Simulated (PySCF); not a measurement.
# One shape, several levels: doublet H2Se−

Wanted: a comparison of 4 runs (U-revPBE/def2-TZVPPD, UB3LYP/def2-TZVPPD, UBLYP/def2-TZVPPD, UPBE0/def2-TZVPPD) of doublet H2Se−. 

The calculation is run with PySCF 2.14.0.

1 further run of the same task is left out (set aside as unsound or not needed).

**1. The structure to begin with**

H2Se−: 3 atoms, total charge -1, spin state doublet. As SMILES of the parent species, `[SeH2]`. The coordinates come from a PBE0-D4/def2-TZVP relaxation. That shape belongs to the parent species and isn't relaxed for this state.

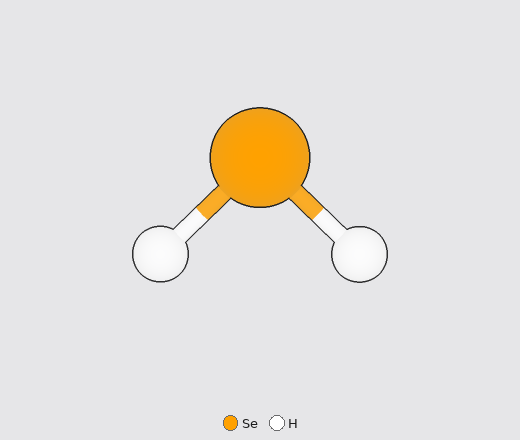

The structure, seen from a chosen angle (selenium orange, hydrogen white).

**2. The energy at U-revPBE/def2-TZVPPD (run 1)**

Contents of input.xyz:

```xyz
3
H2Se
Se     0.560660    -0.274700     0.280190
H      0.045430     1.091880     0.143880
H     -0.606090    -0.817190    -0.424060
```

Contents of run.py:

```python
from pyscf import gto, dft

molecule = gto.M(
    atom='input.xyz',
    basis='def2-tzvppd',
    max_memory=1860,
    verbose=4,
    charge=-1,
    spin=1,
)

mf = dft.UKS(molecule, xc='revpbe')
mf.grids.level = 5
mf.conv_tol = 1e-10
mf.kernel()
if not mf.converged:
    mf = mf.newton().run(mf.mo_coeff, mf.mo_occ)

e_final = mf.e_tot
print(f'total energy: {e_final:.8f} hartree')
```

Run with:

```console
$ OMP_NUM_THREADS=1 python run.py
```

Output:

```text
PySCF version 2.14.0

[INPUT] num. atoms = 3
[INPUT] num. electrons = 37
[INPUT] charge = -1
[INPUT] spin (= nelec alpha-beta = 2S) = 1
[INPUT] symmetry False subgroup None
[INPUT] Mole.unit = angstrom
[INPUT] Symbol           X                Y                Z      unit          X                Y                Z       unit  Magmom
[INPUT]  1 Se     0.560660000000  -0.274700000000   0.280190000000 AA    1.059493848999  -0.519107766418   0.529482362842 Bohr   0.0
[INPUT]  2 H      0.045430000000   1.091880000000   0.143880000000 AA    0.085850257839   2.063354160890   0.271893794802 Bohr   0.0
[INPUT]  3 H     -0.606090000000  -0.817190000000  -0.424060000000 AA   -1.145344106838  -1.544265291733  -0.801357260383 Bohr   0.0

[... 43 lines left out ...]
WARN: HOMO -0.0494915101300633 >= LUMO -0.0494915101300677
[... 58 lines left out ...]
converged SCF energy = -2402.51525318906  <S^2> = 0.75052545  2S+1 = 2.0005254
total energy: -2402.51525319 hartree
```

Wall time 13 s (1 thread of Arm Neoverse V2, shared host); peak memory 0.44 GiB.

**3. A single-point energy at UB3LYP/def2-TZVPPD (run 2)**

Contents of run.py:

```python
from pyscf import gto, dft

mol = gto.M(
    atom='Se 0.560660 -0.274700 0.280190; H 0.045430 1.091880 0.143880; H -0.606090 -0.817190 -0.424060',
    charge=-1,
    spin=1,
    max_memory=1860,
    basis='def2-tzvppd',
    verbose=4,
)

ks = dft.UKS(mol, xc='b3lyp')
ks.conv_tol = 1e-10
ks.grids.level = 5
ks.kernel()
if not ks.converged:
    ks = ks.newton().run(ks.mo_coeff, ks.mo_occ)

e_tot = ks.e_tot
print(f'total energy: {e_tot:.8f} hartree')
```

Run with:

```console
$ OMP_NUM_THREADS=1 python run.py
```

Output:

```text
PySCF version 2.14.0

[INPUT] num. atoms = 3
[INPUT] num. electrons = 37
[INPUT] charge = -1
[INPUT] spin (= nelec alpha-beta = 2S) = 1
[INPUT] symmetry False subgroup None
[INPUT] Mole.unit = angstrom
[INPUT] Symbol           X                Y                Z      unit          X                Y                Z       unit  Magmom
[INPUT]  1 Se     0.560660000000  -0.274700000000   0.280190000000 AA    1.059493848999  -0.519107766418   0.529482362842 Bohr   0.0
[INPUT]  2 H      0.045430000000   1.091880000000   0.143880000000 AA    0.085850257839   2.063354160890   0.271893794802 Bohr   0.0
[INPUT]  3 H     -0.606090000000  -0.817190000000  -0.424060000000 AA   -1.145344106838  -1.544265291733  -0.801357260383 Bohr   0.0

[... 41 lines left out ...]
WARN: HOMO -0.0369069396897408 >= LUMO -0.0369069396897403
[... 70 lines left out ...]
converged SCF energy = -2402.74483856133  <S^2> = 0.75017361  2S+1 = 2.0001736
total energy: -2402.74483856 hartree
```

Run time: 17 s. Hardware: 1 thread of Arm Neoverse V2, shared host; peak memory 0.44 GiB.

**4. The energy at UBLYP/def2-TZVPPD (run 3)**

Contents of input.py:

```python
from pyscf import gto, dft

mol = gto.M(
    atom='''
Se     0.560660    -0.274700     0.280190
H      0.045430     1.091880     0.143880
H     -0.606090    -0.817190    -0.424060
''',
    basis='def2-tzvppd',
    spin=1,
    max_memory=1860,
    verbose=3,
    charge=-1,
)

mf = dft.UKS(mol)
mf.xc = 'blyp'
mf.grids.level = 5
mf.conv_tol = 1e-10
mf.kernel()
if not mf.converged:
    mf = mf.newton().run(mf.mo_coeff, mf.mo_occ)

e_tot = mf.e_tot
print('Final energy', e_tot)
```

Run with:

```console
$ OMP_NUM_THREADS=1 python input.py
```

Output:

```text
WARN: HOMO -0.0464032673335397 >= LUMO -0.0464032673335399

converged SCF energy = -2402.74498557729  <S^2> = 0.75039441  2S+1 = 2.0003944
Final energy -2402.7449855772916
```

It took 12 s on 1 thread of Arm Neoverse V2, shared host; peak memory 0.44 GiB.

**5. The energy at UPBE0/def2-TZVPPD (run 4)**

input.xyz: that of step 2 with these lines changed.

```diff
@@ -1,3 +1,3 @@
 3
-H2Se
+
 Se     0.560660    -0.274700     0.280190
```

Contents of input.py:

```python
from pyscf import gto, dft

mol = gto.M(
    atom='input.xyz',
    verbose=3,
    basis='def2-tzvppd',
    spin=1,
    charge=-1,
    max_memory=1860,
)

calc0 = dft.UKS(mol, xc='pbe0')
calc0.conv_tol = 1e-10
calc0.grids.level = 5
calc0.kernel()
if not calc0.converged:
    calc0 = calc0.newton().run(calc0.mo_coeff, calc0.mo_occ)

etot = calc0.e_tot
print(f'total energy: {etot:.8f} hartree')
```

Run with:

```console
$ OMP_NUM_THREADS=1 python input.py
```

Output:

```text
WARN: HOMO -0.0305910389498685 >= LUMO -0.0305910389498667

converged SCF energy = -2402.41687189886  <S^2> = 0.75009575  2S+1 = 2.0000957
total energy: -2402.41687190 hartree
```

Run time: 13 s. Hardware: 1 thread of Arm Neoverse V2, shared host; peak memory 0.44 GiB.

**6. The series**

```tsv
run	level	energy (Eh)	HOMO energy (eV)	LUMO energy (eV)	⟨S²⟩	wall time
1	U-revPBE/def2-TZVPPD	-2402.515253	2.78	3.17	0.751	13 s
2	UB3LYP/def2-TZVPPD	-2402.744839	2.31	2.91	0.750	17 s
3	UBLYP/def2-TZVPPD	-2402.744986	2.95	3.38	0.750	12 s
4	UPBE0/def2-TZVPPD	-2402.416872	2.18	2.93	0.750	13 s
```

**7. What came out**

```
                                 quantity           value
                      run 4: total energy  -2402.41687 Eh
run 4: HOMO energy (highest over α and β)         2.18 eV
 run 4: LUMO energy (lowest over α and β)         2.93 eV
                              run 4: ⟨S²⟩           0.750
```

In words: Totals of different functionals can't be ranked against each other. In runs 1, 2, 3, 4 the HOMO lies above zero, so the outermost electron may be held by the basis alone. All runs together took 55 s, the longest 17 s.
